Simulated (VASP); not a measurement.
Band structure of HgTe (zinc blende). Method: PBE GGA with D3 dispersion (Becke-Johnson damping), VASP's PBE PAW potentials (set 64) (plane waves; VASP).

Unless said otherwise, spin-orbit coupling is left out, though it shifts the bands of the heavy elements here.

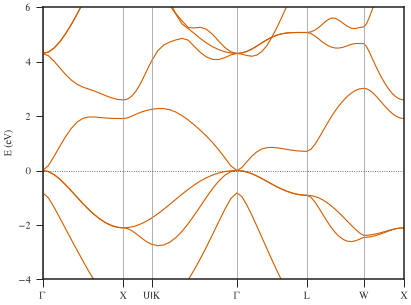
Bands along high-symmetry lines, zero at the valence-band maximum or, without a gap, the Fermi level

Question: Read the plot: is there a gap, and where are the band edges?

Answer: It has no gap at this level: it comes out as a metal or semimetal. (Edges off the drawn lines would not show.)

The compound is HgTe in the zinc blende structure. It was relaxed first.
